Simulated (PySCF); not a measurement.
C6H6, SMILES `C=C1C=CC=C1`.

Method: HF/6-31G*; geometry: GFN2-xTB; program: PySCF. No frequency check shows the geometry to be a minimum. A basis without diffuse functions makes polarisabilities too small.

Input script:

```python
import numpy as np
from pyscf import gto, scf, dft
from pyscf.scf import atom_ks, atom_hf
from scipy.linalg import block_diag

def solve(mol, dm0=None, hcore=None):
    mf = scf.UHF(mol) if mol.spin else scf.RHF(mol)
    mf = mf.density_fit(auxbasis='def2-universal-jkfit')
    mf.conv_tol, mf.max_cycle = 1e-8, 80
    if hcore is not None:
        mf.get_hcore = lambda *args: hcore
    mf.kernel(dm0)
    if not mf.converged:
        mf = mf.newton().run(mf.mo_coeff, mf.mo_occ, max_cycle=30)
    assert mf.converged, 'SCF not converged'
    return mf

mol = gto.M(atom='''
C     -2.09142    -0.00013     0.00000
C     -0.75720     0.00027     0.00000
C      0.12663    -1.16630     0.00000
C      1.39619    -0.72872     0.00000
C      1.39607     0.72880     0.00000
C      0.12644     1.16618     0.00000
H     -2.65682    -0.91775     0.00000
H     -2.65697     0.91716     0.00000
H     -0.22301    -2.18148     0.00000
H      2.29008    -1.32648     0.00000
H      2.28986     1.32671     0.00000
H     -0.22337     2.18130     0.00000
''', basis='6-31g*', charge=0, spin=0, verbose=4)
field = np.array([-0.005, -0.0, -0.0])  # atomic units
mol.set_common_orig(mol.atom_charges() @ mol.atom_coords() / mol.atom_charges().sum())
mf = solve(mol)
out = dict(dm0=mf.make_rdm1(), d0=mf.dip_moment(unit='AU'), e0=mf.e_tot)
for name, sign in (('p', 1), ('m', -1)):
    h = mf.get_hcore() + sign * np.einsum('x,xij->ij', field, mol.intor('int1e_r'))
    mi = solve(mol, mf.make_rdm1(), h)
    out.update({'dm' + name: mi.make_rdm1(), 'd' + name: mi.dip_moment(unit='AU'), 'e' + name: mi.e_tot})
# spherically averaged free atoms, for the promolecule
atm = scf.atom_hf.get_atm_nrhf(mol)
pro = block_diag(*[(atm[a[0]][2] * atm[a[0]][3]) @ atm[a[0]][2].T for a in mol._atom])
np.savez('result.npz', pro=pro, **out)
```

Command:

```sh
OMP_NUM_THREADS=1 python input.py
```

The run took 2.9 s on 1 thread of Arm Neoverse V2, on a shared host, peak memory 0.2 GiB.

Partitions, critical points and surface values were worked out afterwards from this run's density.

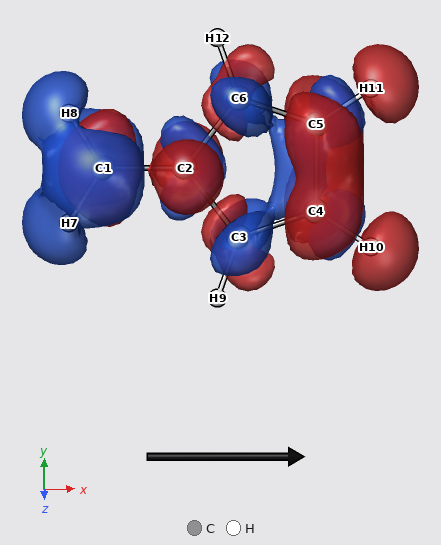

Change of the electron density in a uniform field of 0.26 V/Å along +x (arrow), surfaces at ±0.003 e/Å³ (blue: gain, red: loss).

The field was applied in both directions; the picture shows the one opposite to the script's first.

### How large is the response?

The induced dipole is 1.25 D (along the field); α along this axis, from the fields in both directions, is 98 bohr³ (14.5 Å³).
